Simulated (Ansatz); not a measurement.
**AlNH2Cl (SMILES [NH2][Al][Cl]): UCCSDTQ/STO-3G**

What is the energy change on altering one bond length of AlNH2Cl at UCCSDTQ/STO-3G? 

The results are computed with Ansatz 0.2.0.

79 further runs of the same task are left out: 2 that didn't finish, 77 set aside as unsound or not needed.

## 1. The structure to begin with

AlNH2Cl has 5 atoms, charge 0, and is taken as a doublet. SMILES: `[NH2][Al][Cl]`. The coordinates come from a PBE0-D4/def2-TZVP relaxation. This is one conformer, not always the lowest.

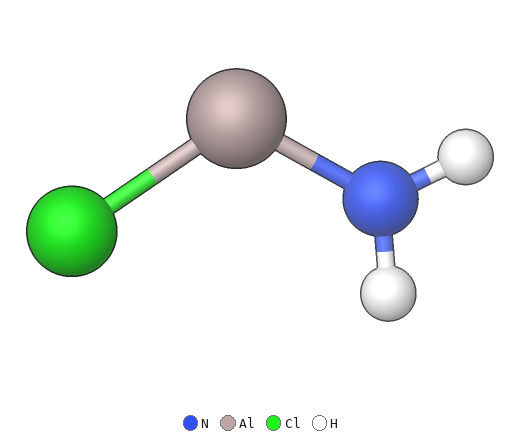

The structure, seen from a chosen angle (nitrogen blue, aluminium light grey, chlorine green, hydrogen white).

## 2. The energy at UCCSDTQ/STO-3G

The input, molecule.yaml:

```yaml
crystal:
  periodic: [false, false, false]
  atoms:
    - {symbol: N, position_ang: [-0.549400, 0.461700, -0.232000]}
    - {symbol: Al, position_ang: [0.402600, -0.291600, 1.049100]}
    - {symbol: Cl, position_ang: [1.907000, -1.649700, 0.440800]}
    - {symbol: H, position_ang: [-1.293600, 1.123300, -0.083500]}
    - {symbol: H, position_ang: [-0.416600, 0.282700, -1.215900]}
basis:
  gaussian: {orbitals: STO-3G}
correlation: {method: ccsdtq, frozen_orbitals: {Al: 5, Cl: 5, H: 0, "N": 1}}
magnetization: {spin_polarized: true, initial_magnetization: 1}
accuracy: high
scf: {omitted_lower_state_checks: [cluster_reference, increment]}
```

Started as:

```sh
ansatz run molecule.yaml --threads 1 --pin off --max-ram 2610MiB --events-out events.jsonl --progress --plain --runs-dir runs
```

The program printed, shortened:

```text
Warning: RAYON_NUM_THREADS=1 ignored (pool sized by the plan → 1); use --threads N
Functional definition: HF
  name "HF"
[...]
452 factors; integrals over basis functions are off by at most 2.1e-8 eV
[...]
mean field -20369.60800808 eV, -748.5692872806 hartree, gradient 2.3e-8 eV, S^2 0.752847; 0 other end points of the search recorded, 0 dependent functions left out
11 core orbitals not correlated: weight in the atoms' cores, before any rotation towards them, 1.000 or more for the frozen orbitals, at most 0.000 for the correlated occupied ones
reference -20369.60800808 eV, -748.5692872806 hartree; 9, 8 occupied and 5, 6 virtual orbitals, 452 factors
second order -1.70725700 eV of doubles, -0.00000000 eV of singles
cycle   1  -1.98745179 eV  change   -2.8e-1 eV  update   7.1e-2
[...]
cycle  26  -2.26993795 eV  change  -3.5e-10 eV  update   1.1e-9
Total energy: -20371.87794603 eV, -748.6527059618 hartree
Checks for a lower state left out: cluster_reference, increment
```

Wall time 67 s (1 thread of Arm Neoverse V2, shared host); peak memory 0.55 GiB.

## 3. The distorted shape at the same level

The input, molecule.yaml:

```yaml
crystal:
  periodic: [false, false, false]
  atoms:
    - {symbol: "N", position_ang: [-0.787419, 0.650040, -0.552301]}
    - {symbol: Al, position_ang: [0.402600, -0.291600, 1.049100]}
    - {symbol: Cl, position_ang: [1.907000, -1.649700, 0.440800]}
    - {symbol: H, position_ang: [-1.531619, 1.311640, -0.403801]}
    - {symbol: H, position_ang: [-0.654619, 0.471040, -1.536201]}
basis:
  gaussian:
    orbitals: STO-3G
scf:
  omitted_lower_state_checks: [cluster_reference, increment]
magnetization:
  spin_polarized: true
  initial_magnetization: 1
accuracy: high
correlation:
  method: ccsdtq
  frozen_orbitals: {Al: 5, Cl: 5, H: 0, "N": 1}
```

Started as:

```sh
ansatz run molecule.yaml --threads 1 --pin off --max-ram 2610MiB --events-out events.jsonl --progress --plain --runs-dir runs
```

The program printed, shortened:

```text
Warning: RAYON_NUM_THREADS=1 ignored (pool sized by the plan → 1); use --threads N
[... 2 set-up lines as earlier in the session ...]
[...]
445 factors; integrals over basis functions are off by at most 1.2e-8 eV
[...]
mean field -20367.44541709 eV, -748.4898135276 hartree, gradient 2.4e-8 eV, S^2 0.774789; 2 other end points of the search recorded, 0 dependent functions left out
11 core orbitals not correlated: weight in the atoms' cores, before any rotation towards them, 1.000 or more for the frozen orbitals, at most 0.000 for the correlated occupied ones
reference -20367.44541709 eV, -748.4898135276 hartree; 9, 8 occupied and 5, 6 virtual orbitals, 445 factors
second order -1.71377776 eV of doubles, -0.00000000 eV of singles
cycle   1  -2.04831331 eV  change   -3.3e-1 eV  update   8.2e-2
[...]
cycle  47  -2.43176288 eV  change   -1.0e-9 eV  update   1.6e-9
Total energy: -20369.87717997 eV, -748.5791791652 hartree
Checks for a lower state left out: cluster_reference, increment
```

Wall time 86 s (1 thread of Arm Neoverse V2, shared host); peak memory 0.55 GiB.

## 4. Summary of results

At UCCSDTQ/STO-3G, 11 core orbitals frozen:

| quantity | value |
| --- | --- |
| first shape: total energy | -748.65271 Eh |
| first shape: correlation energy (11 core orbitals frozen) | -83.4 mEh |
| first shape: ⟨S²⟩ of the reference determinant | 0.753 |
| first shape: T1 diagnostic | 0.015 |
| distorted shape: total energy | -748.57918 Eh |
| distorted shape: correlation energy (11 core orbitals frozen) | -89.4 mEh |
| distorted shape: ⟨S²⟩ of the reference determinant | 0.775 |
| distorted shape: T1 diagnostic | 0.023 |
| energy change with the N1–Al2 bond stretched from 1.765 to 2.206 Å | 2.001 eV |

What this shows: With the N1–Al2 bond stretched from 1.765 to 2.206 Å the energy rises by 2.00 eV (46 kcal/mol). The first shape isn't relaxed at this level, so the change isn't measured from a minimum. The minimal basis adds a large error of its own.
